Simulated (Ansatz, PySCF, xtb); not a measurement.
HCl (SMILES Cl) and Br2 (SMILES BrBr) are pulled apart as rigid monomers along the line of their centres of mass, from the B3LYP-D3(BJ)/def2-TZVP minimum. Starting geometry (charge 0, multiplicity 1):
```xyz
4

Cl    -0.0871    -0.2578     0.0788
H      0.9588     0.4857     0.0741
Br     0.0022     0.1432     5.6232
Br    -0.1102    -0.0775     3.3095
```

Interaction energies with rigid monomers; basis-set methods are counterpoise corrected unless marked otherwise.

Frozen-core correlation. Filled d and f shells under p-block atoms count as core.

The values were computed with Ansatz (Gaussian orbitals); PySCF for the dispersion terms; xtb for the GFN methods. Values without a source in brackets are computed.

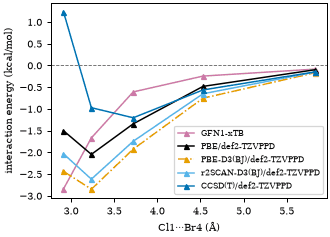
Figure: Interaction energy against separation

Problem. Which level binds most strongly at Cl1···Br4 = 3.24, and by how much?

Solution. PBE-D3(BJ)/def2-TZVPPD, -2.8 kcal/mol.

Ansatz is a quantum-chemistry and plane-wave program.
